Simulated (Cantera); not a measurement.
Input: 1 mol Si, a varied amount of HCl, 3.8 mol H2, at 975 °C and 101000 Pa.

These are equilibrium values from Cantera (NASA tables, ideal gas, pure condensed phases), not measurements of a reactor. Candidate condensed phases: Si; 19 gas species. The tables' values for SiCl3 are old estimates; treat these amounts as uncertain. Kinetics and transport are ignored.

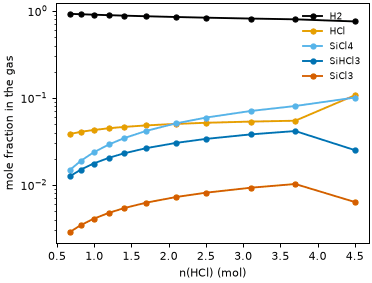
Figure: Equilibrium gas composition (values under 1e-9 drawn at 1e-9)

Task: Read off the mole fractions at 1.4 mol HCl.

Result: H2 about 0.88, HCl about 0.046, SiCl4 about 0.034, SiHCl3 about 0.023, SiCl3 about 0.0054.
